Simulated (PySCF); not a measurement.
Run report: CH$_{2}$In, single-point calculation

- system: CH$_{2}$In, multiplicity 2
- method: PBE/def2-SVPD, UKS, core potentials def2-svp (PySCF 2.14.0)

The geometry was optimised with PBE0-D4/def2-TZVP.

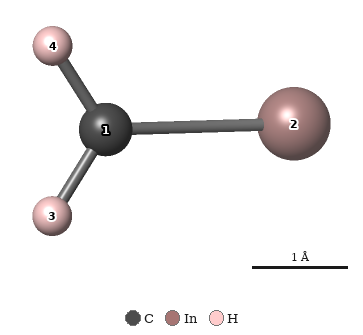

*The input geometry (ball-and-stick view, seen at a tilt; atoms are numbered from 1 in the order of the input). Sticks mark near contacts.*

Bond lengths as drawn: C–H 1.09 Å and C–In 2.21 Å.

### Input file (calc.py)
```python
from pyscf import gto, dft

mol = gto.Mole()
mol.atom = '''
C     -0.362136    -0.457198     0.004499
In     3.516170    -1.279037     1.318779
H     -1.910952     0.194929     1.210039
H     -1.008758    -0.639633    -1.951902
'''
mol.basis = 'def2-svpd'
mol.verbose = 3
mol.ecp = {'In': 'def2-svp'}
mol.max_memory = 1860
mol.unit = 'bohr'
mol.spin = 1
mol.build()

ks = dft.UKS(mol)
ks.xc = 'pbe'
ks.conv_tol = 1e-10
ks.grids.level = 5
ks.kernel()
if not ks.converged:
    ks = ks.newton().run(ks.mo_coeff, ks.mo_occ)

etot = ks.e_tot
print('E = %.10f Eh' % etot)
```

Launch command:
```bash
OMP_NUM_THREADS=1 python calc.py
```

### Log
```
WARN: HOMO -0.609692281367925 >= LUMO -0.609692281367925

converged SCF energy = -229.284482421984  <S^2> = 0.75391894  2S+1 = 2.0039151
E = -229.2844824220 Eh
```

### Key numbers

```tsv
quantity	value
outcome	converged
total energy	−229.284482 hartree
basis functions	68
⟨S²⟩	0.754
dipole moment	0.04 D
hardware	1 thread of Arm Neoverse V1, 112 GiB of memory available, shared host
wall time	18 s
peak memory	0.34 GiB
```
